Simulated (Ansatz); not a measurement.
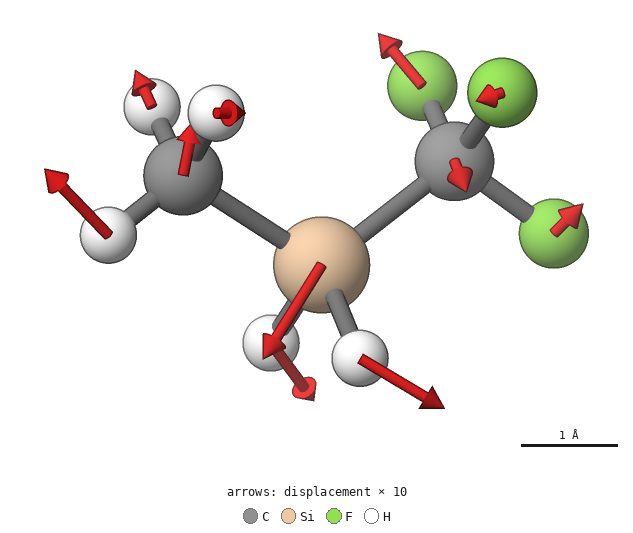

A relaxation of C2H5F3Si (coarse preliminary run). The starting structure is drawn; red arrows show the displacements, 10 times their true length. The two geometries are superimposed by the best rigid fit.

Style: ball-and-stick. Shown at a tilt.

The start comes from a force field.

Method: Ansatz 0.2.0, RKS PBE-D4/def2-SVP. (force threshold 0.03 eV/Å; at most 200 steps)

Describe the change and its energy.

Answer. Over 5 geometry steps the energy falls by 0.581 eV. The largest force component goes from 4.9 to 0.021 eV/Å. The largest move after the best rigid fit is that of the Si atom, 0.12 Å. By element the largest moves are Si 0.12 Å, H 0.11 Å, F 0.08 Å, C 0.06 Å. Near-neighbour distances that change, for instance: C–F 1.253 → 1.363 Å, C–Si 1.844 → 1.942 Å, C–H 1.042 → 1.109 Å, C–H 1.157 → 1.108 Å. Bond angles that change, for instance: C–Si–H 105.2° → 112.5°, C–Si–H 113.0° → 106.7°, C–Si–H 106.4° → 112.5°. The run took roughly 21 core-seconds on a shared host.
